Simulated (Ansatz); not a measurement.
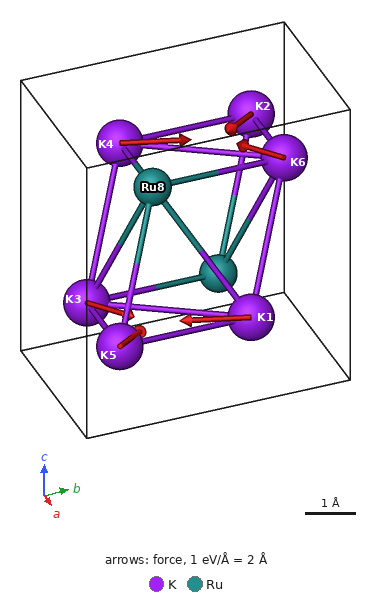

Starting geometry of a crystal of K$_{3}$Ru (built on the Ni3Sn (D0_19)_194 type) (coarse preliminary run) with the computed forces as red arrows. A ball-and-stick model of the cell of the calculation, seen slightly off an axis.

Case: Ni3Sn (D0_19) type (P6_3/mmc, No. 194).

All numbers below come from DFT PBE, scalar-relativistic, plane waves, PAW in Ansatz.

The input:
```yaml
crystal:
  lattice:
    - [7.1050956507, 0.0, 0.0]
    - [-3.5525478253, 6.1531933298, 0.0]
    - [0.0, 0.0, 5.7029355213]
  atoms:
    - { symbol: K, position: [0.833, 0.666, 0.25] }
    - { symbol: K, position: [0.167, 0.833, 0.75] }
    - { symbol: K, position: [0.334, 0.167, 0.25] }
    - { symbol: K, position: [0.167, 0.334, 0.75] }
    - { symbol: K, position: [0.833, 0.167, 0.25] }
    - { symbol: K, position: [0.666, 0.833, 0.75] }
    - { symbol: Ru, position: [0.3333333333, 0.6666666667, 0.25] }
    - { symbol: Ru, position: [0.6666666667, 0.3333333333, 0.75] }
basis:
  ecutwfc: 420
kpoints:
  mp_grid: { grid: [3, 3, 4] }
hamiltonian:
  xc: pbe
scf:
  occupations: { method: gaussian, width: 0.1 }
  lower_state_search: "off"
output:
  forces: true
  stress: true
  eigenvalues: true
relax:
  adjacent_minimum: "off"
  f_tol: 0.04
  max_steps: 70
  cell: { stress_tol: 0.4 }
```

Command:
```bash
ansatz run input.yaml --threads 1 --pin off --max-ram 2560MiB --backend cpu --events-out ev --progress --plain --runs-dir out
```

What follows when this structure is relaxed?

It isn't relaxed: the largest force vector, on K atoms, is 0.75 eV/Å. The atoms end up moving mostly along the starting forces (cosine between the two patterns 1.00). The largest moves relative to the cell, 0.23 Å, are those of K1, K2, K3, K4, K5 and K6. K1 goes along [−1 −2 0]. Ru stays in place. The drawn cell changes as follows: a = b 7.105 → 7.736 Å (+8.9 %), c 5.703 → 5.920 Å (+3.8 %); the volume changes by +23.0 %. Among the contacts that change: K1–K3 3.560 → 4.269 Å, K1–K2 3.515 → 3.852 Å, K1–Ru7 3.553 → 3.875 Å, K1–K3 (another image) 3.545 → 3.467 Å. The space group stays P6_3/mmc (No. 194). The energy falls by 108 meV per atom in 4 accepted moves (5 points after the start). Largest force component: 0.75 eV/Å at the start, 0.0022 eV/Å at the end. Pressure: 2.82 GPa at the start and 0.02 GPa at the end. At 1 point the geometry stayed and the basis and grid were re-selected for the new cell (energy shift of 1.0 meV per atom at most each time). The run took 49 s on 1 thread of Arm Neoverse V1, on a shared host, peak memory 0.52 GiB.
